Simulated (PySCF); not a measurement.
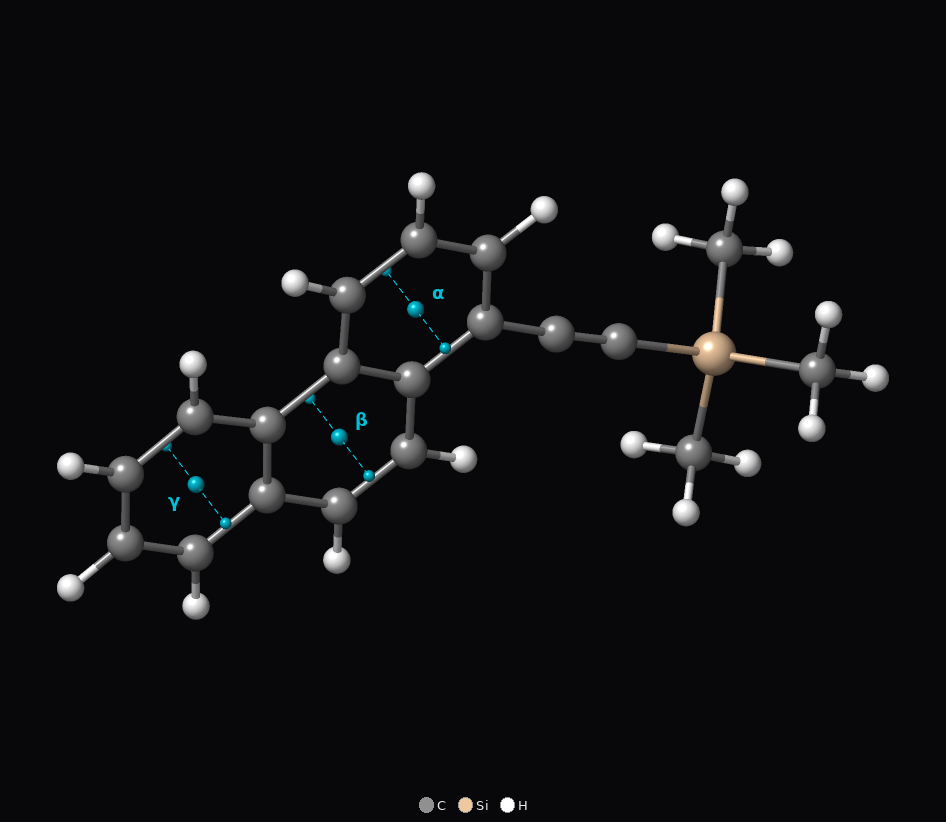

The small points mark where nucleus-independent chemical shifts (NICS) were computed: at the centre of each lettered ring and 1 Å above and below it. The computed structure is the end point of a GFN2-xTB optimisation. No frequency run is at hand to confirm it as a minimum. Properties computed with GIAO KT3/pcSseg-1 NMR shielding, non-relativistic, gas phase (PySCF 2.14.0).

Give NICS(0), NICS(1) and the out-of-plane component NICS(1)zz for each ring (means of the two sides).

```json
{"ring": "α", "members": "C6", "NICS(0)": "−8.5", "NICS(1)": "−10.8", "NICS(1)zz": "−25.4"}
{"ring": "β", "members": "C6", "NICS(0)": "−6.1", "NICS(1)": "−9.3", "NICS(1)zz": "−20.2"}
{"ring": "γ", "members": "C6", "NICS(0)": "−9.1", "NICS(1)": "−11.6", "NICS(1)zz": "−28.6"}
```

Values in ppm.

### What do the values say about the ring currents?

Ring α: diatropic, as in an aromatic ring. Ring β: diatropic, as in an aromatic ring. Ring γ: diatropic, as in an aromatic ring. NICS is one index among several.

The geometry is semi-empirical. Around Si such bond lengths and angles can be off by a tenth of an ångström or more and by several degrees, and values that hang on the shape move with them.
